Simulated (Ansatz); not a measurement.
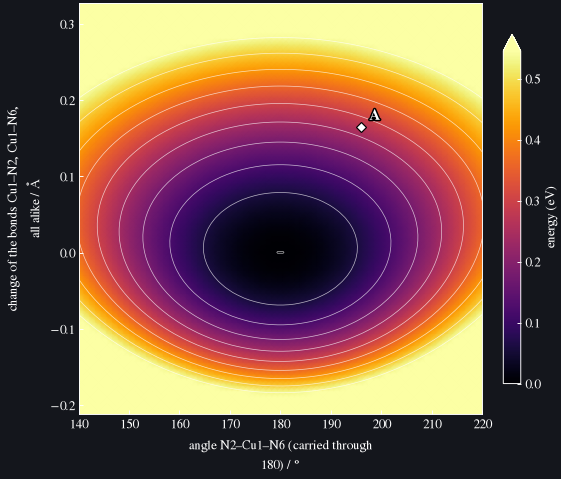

[Cu(NH3)2]+, charge +1. Coordinates scanned: (1) angle N2–Cu1–N6 (carried through 180); (2) change of the bonds Cu1–N2, Cu1–N6, all alike. Nothing is relaxed (all other coordinates rigid). Grid: 11 × 11 points. Points are written as (first, second). Energies: eV, counted from the lowest grid point. The calculation used RKS PBE0-D4/def2-TZVP (Ansatz 0.2.0).

Drawn: a smooth colour map with a few white contour lines, one colour for all values above the top of the scale, the point A. Between grid points the surface is interpolated.

**Is A at rest? If not, where is it pushed?**

A, at (196°, 0.165 Å), is not a stationary point. The computed force is 0.0053 eV for each degree towards smaller values of the first coordinate and 2.2 eV for each Å towards smaller values of the second coordinate.
